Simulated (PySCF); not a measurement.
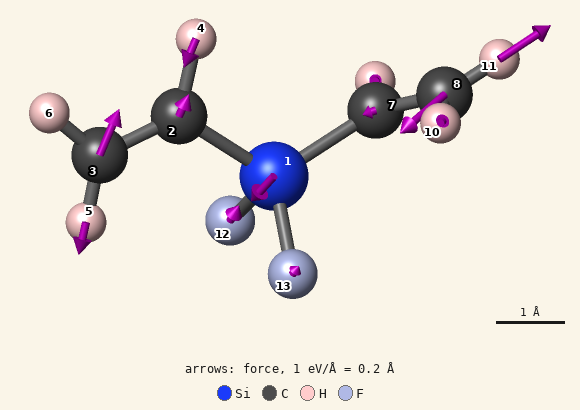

Starting geometry of C$_{4}$H$_{6}$F$_{2}$Si with the computed forces as purple arrows. A ball-and-stick model, seen from a free direction.

The start comes from GFN2-xTB. Its atoms were then displaced at random by about 0.03 Å.

Level of theory: PySCF, PBE0-D3(BJ)/def2-SVP geometry optimisation, gas phase. 

> Is this structure relaxed? If not, where do the atoms go?

It isn't relaxed: the largest force vector, on a C atom, is 5.32 eV/Å. The final displacements have little in common with the starting forces (cosine between the two patterns 0.07). Over 16 geometry steps the energy falls by 81.5 kJ/mol. The atom that moves furthest after the best rigid fit is an H atom (1.56 Å). Largest moves by element: H 1.56 Å, C 0.55 Å, F 0.40 Å, Si 0.25 Å. Near-neighbour distances that change, for instance: C–H 0.995 → 1.096 Å, C–H 1.183 → 1.098 Å, F–Si 1.689 → 1.620 Å, C–H 1.034 → 1.095 Å. Bond angles that change, for instance: F–Si–F 94.8° → 106.4°, C–Si–F 116.1° → 108.0°, Si–C–H 112.3° → 119.3°. Groups turn about C–Si by about 55°, C–Si by about 40°.
